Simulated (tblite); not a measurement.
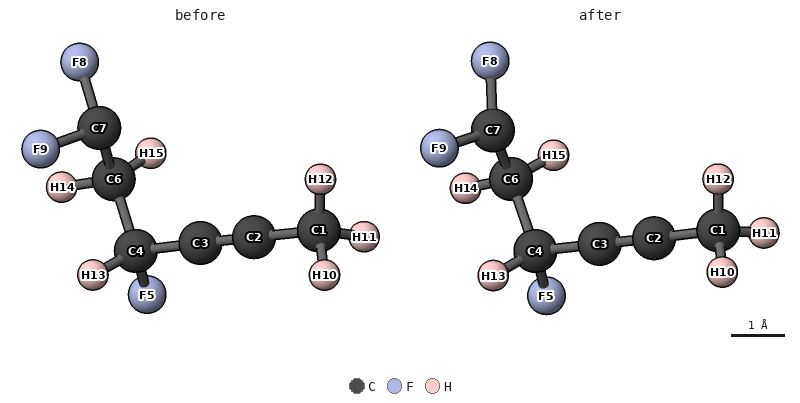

The structure of C$_{6}$H$_{6}$F$_{3}$ (multiplicity 2) before (left) and after (right) a relaxation, at one scale.

The picture is a ball-and-stick view, seen at a tilt.

Computed with tblite 0.8.0, GFN2-xTB geometry optimisation, gas phase. 

What changed between the two?

Answer. The energy falls by 44.9 kJ/mol in 55 geometry steps. The atom that moves furthest after the best rigid fit is F8 (0.29 Å). By element the largest moves are F 0.29 Å, H 0.20 Å, C 0.14 Å. Some distances before and after: C7–F8 1.400 → 1.339 Å, C4–C6 1.492 → 1.540 Å, C6–C7 1.517 → 1.479 Å, C1–C2 1.478 → 1.442 Å. Bond angles that change, for instance: C6–C7–F8 109.8° → 118.5°, C6–C7–F9 111.5° → 118.3°, C7–C6–H14 105.6° → 111.7°. The run took 0.32 s on 1 thread of Arm Neoverse V1, on a shared host.
